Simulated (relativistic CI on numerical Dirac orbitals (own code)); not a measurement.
# Co²⁺: one ion under different settings

Aim: see what numerical and physical settings do to the SCF, the total energy and the lowest levels of Co²⁺.

Method: Dirac-Coulomb-Breit CI, KLI orbitals optimised for each configuration, model QED (radiative potential, 1s self-energy scaled to tabulated hydrogen-like ionisation energies), numerical settings as typed. Code: relativistic CI on numerical Dirac orbitals (own code) version 3.

## Step 1: What is computed

| Quantity | Value |
| --- | --- |
| ion | Co²⁺ (Co III) |
| nuclear charge | 27 |
| electrons | 25 |
| isotope | A = 59 |

## Step 2: Usual settings

Input settings:

```ini
atom Co  Z=27  charge=2  electrons=25
nucleus A=59  rms_radius_fm=3.7875
hamiltonian dirac-coulomb  breit=on  qed=on  c_scale=1
orbitals kli  potential=per-configuration
slater_scale 1
correlation none
mixing on
grid step=0.0125 r_max=49.7
scf mixing=0.4 start=green max_iterations=150 tolerance=2e-08 node_fill=0.05
configurations
  [Ar] 3d7
  [Ar] 3d6 4s
  [Ar] 3d6 4p
  [Ar] 3d5 4s2
  [Ne] 3s2 3p5 3d8
end
```

Started as:

```
python run_levels.py task.json out
```

The settings of every run stand in task.json; they run in order.

## Step 3: QED terms off, Breit term off, grid step 0.02

Input settings:

```ini
atom Co  Z=27  charge=2  electrons=25
nucleus A=59  rms_radius_fm=3.7875
hamiltonian dirac-coulomb  breit=off  qed=off  c_scale=1
orbitals kli  potential=per-configuration
slater_scale 1
correlation none
mixing on
grid step=0.02 r_max=49.7
scf mixing=0.4 start=green max_iterations=150 tolerance=2e-08 node_fill=0.05
configurations
  [Ar] 3d7
  [Ar] 3d6 4s
  [Ar] 3d6 4p
  [Ar] 3d5 4s2
  [Ne] 3s2 3p5 3d8
end
```

## Step 4: Grid step 0.006

Input settings:

```ini
atom Co  Z=27  charge=2  electrons=25
nucleus A=59  rms_radius_fm=3.7875
hamiltonian dirac-coulomb  breit=on  qed=on  c_scale=1
orbitals kli  potential=per-configuration
slater_scale 1
correlation none
mixing on
grid step=0.006 r_max=49.7
scf mixing=0.4 start=green max_iterations=150 tolerance=2e-08 node_fill=0.05
configurations
  [Ar] 3d7
  [Ar] 3d6 4s
  [Ar] 3d6 4p
  [Ar] 3d5 4s2
  [Ne] 3s2 3p5 3d8
end
```

## Step 5: Grid step 0.006, Slater scale 0.6, nuclear radius 4.9238

The settings differ from step 4 so:

```diff
@@ -1,6 +1,6 @@
 atom Co  Z=27  charge=2  electrons=25
-nucleus A=59  rms_radius_fm=3.7875
+nucleus A=59  rms_radius_fm=4.9238
 hamiltonian dirac-coulomb  breit=on  qed=on  c_scale=1
 orbitals kli  potential=per-configuration
-slater_scale 1
+slater_scale 0.6
 correlation none
```

## Step 6: End of the grid 74.55

Input settings:

```ini
atom Co  Z=27  charge=2  electrons=25
nucleus A=59  rms_radius_fm=3.7875
hamiltonian dirac-coulomb  breit=on  qed=on  c_scale=1
orbitals kli  potential=per-configuration
slater_scale 1
correlation none
mixing on
grid step=0.0125 r_max=74.55
scf mixing=0.4 start=green max_iterations=150 tolerance=2e-08 node_fill=0.05
configurations
  [Ar] 3d7
  [Ar] 3d6 4s
  [Ar] 3d6 4p
  [Ar] 3d5 4s2
  [Ne] 3s2 3p5 3d8
end
```

(Steps that only read results are left out.)

Q: Predict the outcome of this session. Wanted: lowest level, usual settings; total energy; first excitation.

As calculated:

| setting | total energy less usual (Ha) | largest shift of a level among the lowest eight of both runs, same label and place (cm⁻¹) | SCF iterations | time | lowest level | kind of change |
| --- | --- | --- | --- | --- | --- | --- |
| usual | 0 | 0 | 59 | 0.4 s | 3d7 4F9/2 | - |
| QED terms off, Breit term off, grid step 0.02 | -0.887 | 77.9 | 59 | 0.24 s | 3d7 4F9/2 | model term |
| grid step 0.006 | -5.6e-05 | 0 | 59 | 0.69 s | 3d7 4F9/2 | numerical |
| grid step 0.006, Slater scale 0.6, nuclear radius 4.9238 | 0.0464 | 7520 | 59 | 0.75 s | 3d7 4F9/2 | unphysical constant |
| end of the grid 74.55 | 0 | 0 | 59 | 0.48 s | 3d7 4F9/2 | numerical |

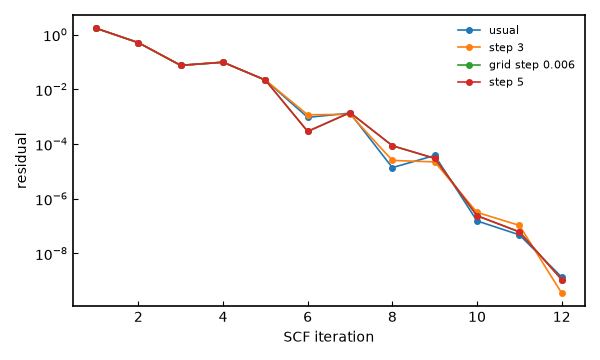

Residual of the first configuration's SCF.

| quantity | value |
| --- | --- |
| lowest level, usual settings | 3d7 4F9/2 |
| total energy | -1390.3892 Ha |
| first excitation | 808.0 cm⁻¹ |

**Reading.** Among the runs whose levels can be followed, they move most under «grid step 0.006, Slater scale 0.6, nuclear radius 4.9238» (unphysical constant), by up to 7520 cm⁻¹. No visible change in the result comes from «end of the grid 74.55». Only the listed configurations are in the model. Near neutrality, missing correlation can shift configurations against each other by thousands of cm⁻¹.
